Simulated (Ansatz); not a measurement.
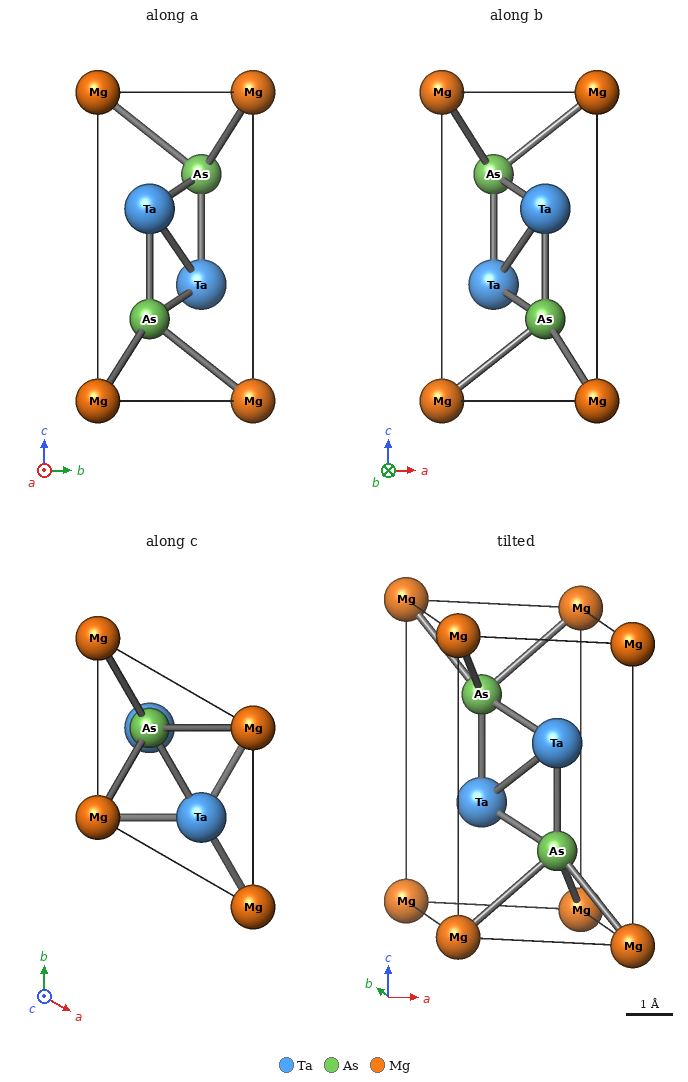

Ball-and-stick representation of a periodic structure, projected along the a axis, along the b axis, along the c axis and slightly off an axis. The parallelepiped is the conventional unit cell.

Lattice parameters: a = 3.979 Å, b = 3.979 Å, c = 6.855 Å, α = 90.00°, β = 90.00°, γ = 120.00°.

Question: Convert the drawing into a table of Wyckoff sites, with free fractional coordinates to two decimals.

Answer: Space group P-3m1 (No. 164).
```json
{"atom": "Ta", "site": "2d", "x": "0.3333", "y": "0.6667", "z": "0.38"}
{"atom": "As", "site": "2d", "x": "0.3333", "y": "0.6667", "z": "0.73"}
{"atom": "Mg", "site": "1a", "x": "0.00", "y": "0.00", "z": "0.00"}
```

Shown is a generated cell, made by putting these elements into a known structure type (the compound may or may not exist in this form), as it stood before any relaxation. It went into a calculation with Ansatz.

At this level of theory the cell isn't at rest (compressed, at 18 GPa and forces up to 4.0 eV/Å), so its distances can differ from those at equilibrium, the more so the softer the solid.
